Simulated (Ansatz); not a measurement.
**CH6Ge (methyl germane): SVWN5/def2-SVPD**

Aim: the electronic atomisation energy of CH6Ge (methyl germane) at SVWN5/def2-SVPD, from 4 runs. 

Program for the calculation: Ansatz 0.2.0.

28 further runs of the same task are left out: 28 set aside as unsound or not needed.

**1. The system as given**

CH6Ge: 8 atoms, total charge 0, spin state singlet. As SMILES, `[CH3][GeH3]`. The shape is that of a PBE0-D4/def2-TZVP optimisation.

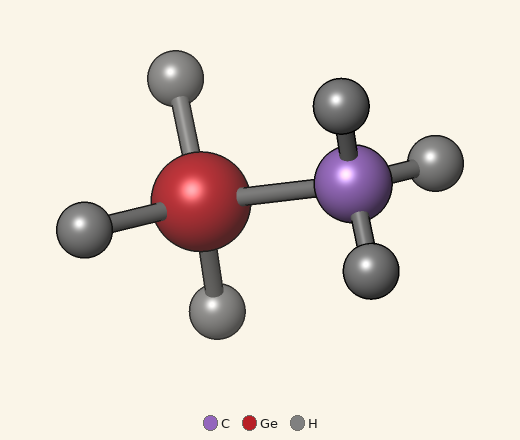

Viewed from a chosen angle; carbon purple, germanium red, hydrogen grey.

**2. The energy at SVWN5/def2-SVPD**

run.yaml reads:

```yaml
crystal:
  periodic: [false, false, false]
  atoms:
    - symbol: C
      position_ang: [-0.310900, 0.190300, -0.971400]
    - symbol: Ge
      position_ang: [0.296900, -0.181900, 0.846700]
    - symbol: H
      position_ang: [-1.380100, 0.404200, -0.976500]
    - symbol: H
      position_ang: [0.218800, 1.052200, -1.378400]
    - symbol: H
      position_ang: [-0.124600, -0.669400, -1.616000]
    - symbol: H
      position_ang: [0.030700, 1.028200, 1.760100]
    - symbol: H
      position_ang: [1.807100, -0.479600, 0.857700]
    - symbol: H
      position_ang: [-0.445700, -1.401200, 1.422100]
basis:
  gaussian: {orbitals: def2-SVPD}
accuracy: high
output: {orbitals: {seedname: orbitals}}
hamiltonian: {xc: {name: SVWN5}}
```

Command:

```
ansatz run run.yaml --threads 1 --pin off --max-ram 3480MiB --events-out events.jsonl --progress --plain --runs-dir runs
```

Output:

```text
Warning: RAYON_NUM_THREADS=1 ignored (pool sized by the plan → 1); use --threads N
Functional definition: SVWN5
  name "SVWN5"
  exchange = slater_x
  correlation = vwn5_c
2130 factors; integrals over basis functions are off by at most 4.4e-9 eV
mean field evaluation 1: about -57540.2338 eV, gradient 5.9e1 eV
mean field evaluation 2: about -57527.5851 eV, gradient 8.4e1 eV
mean field evaluation 4: about -57547.8424 eV, gradient 3.3e0 eV
mean field evaluation 8: about -57547.8615 eV, gradient 1.8e-2 eV
mean field evaluation 16: about -57547.8615 eV, gradient 9.9e-7 eV
mean field -57547.86154485 eV, -2114.8449044316 hartree, gradient 2.9e-8 eV, S^2 0.000000; 0 other end points of the search recorded, 0 dependent functions left out
reference -57547.86154883 eV, -2114.8449045781 hartree; 22, 22 occupied and 84, 84 virtual orbitals, 2130 factors
Total energy: -57547.86154883 eV, -2114.8449045781 hartree
```

It took 5.7 s on 1 thread of Arm Neoverse V1, shared host; peak memory 0.27 GiB.

**3. The C atom at the same level**

input.yaml reads:

```yaml
crystal:
  periodic: [false, false, false]
  atoms:
    - symbol: C
      position_ang: [0.000000, 0.000000, 0.000000]
basis:
  gaussian:
    orbitals: def2-SVPD
accuracy: high
hamiltonian:
  xc: {name: SVWN5}
magnetization:
  spin_polarized: true
  initial_magnetization: 2
```

Run the same way, it converges to -37.42279 Eh (log not shown).

**4. The Ge atom**

job.yaml reads:

```yaml
crystal:
  periodic: [false, false, false]
  atoms:
    - {symbol: Ge, position_ang: [0.000000, 0.000000, 0.000000]}
basis:
  gaussian:
    orbitals: def2-SVPD
total_charge: 0
magnetization:
  spin_polarized: true
  initial_magnetization: 2
hamiltonian:
  xc: {name: SVWN5}
accuracy: high
```

Command:

```
ansatz run job.yaml --threads 1 --pin off --max-ram 3480MiB --events-out events.jsonl --progress --plain --runs-dir runs
```

Output:

```text
Warning: RAYON_NUM_THREADS=1 ignored (pool sized by the plan → 1); use --threads N
[... 4 set-up lines as earlier in the session ...]
370 factors; integrals over basis functions are off by at most 4.8e-9 eV
mean field evaluation 1: about -56422.4740 eV, gradient 1.0e1 eV
mean field evaluation 2: about -56422.4156 eV, gradient 1.1e1 eV
mean field evaluation 4: about -56422.6536 eV, gradient 1.5e0 eV
mean field evaluation 8: about -56422.6170 eV, gradient 2.5e0 eV
mean field evaluation 16: about -56422.6734 eV, gradient 7.6e-8 eV
mean field evaluation 32: about -56422.6734 eV, gradient 1.5e-4 eV
mean field -56422.67340200 eV, -2073.4950028619 hartree, gradient 7.6e-8 eV, S^2 2.001003; 1 other end points of the search recorded, 0 dependent functions left out
reference -56422.67340411 eV, -2073.4950029394 hartree; 17, 15 occupied and 21, 23 virtual orbitals, 370 factors
Total energy: -56422.67340411 eV, -2073.4950029394 hartree
```

Wall time 1.6 s (1 thread of Arm Neoverse V1, shared host).

**5. The H atom at the same level**

in.yaml reads:

```yaml
crystal:
  periodic: [false, false, false]
  atoms:
    - symbol: H
      position_ang: [0.000000, 0.000000, 0.000000]
basis:
  gaussian:
    orbitals: def2-SVPD
total_charge: 0
magnetization:
  spin_polarized: true
  initial_magnetization: 1
hamiltonian:
  xc: {name: SVWN5}
accuracy: high
```

Run the same way, it converges to -0.47747 Eh (log not shown).

**6. Summary of results**

Level: SVWN5/def2-SVPD.

```
                     quantity           value
       molecule: total energy  -2114.84490 Eh
        molecule: HOMO energy        -7.81 eV
        molecule: LUMO energy        -0.39 eV
      molecule: HOMO–LUMO gap         7.43 eV
         C atom: total energy    -37.42279 Eh
                 C atom: ⟨S²⟩           2.003
        Ge atom: total energy  -2073.49500 Eh
                Ge atom: ⟨S²⟩           2.001
         H atom: total energy     -0.47747 Eh
                 H atom: ⟨S²⟩           0.750
electronic atomisation energy       28.907 eV
```

In words: Taking the molecule apart into free atoms costs 28.91 eV (2789 kJ/mol), before zero-point energy and without spin-orbit coupling.
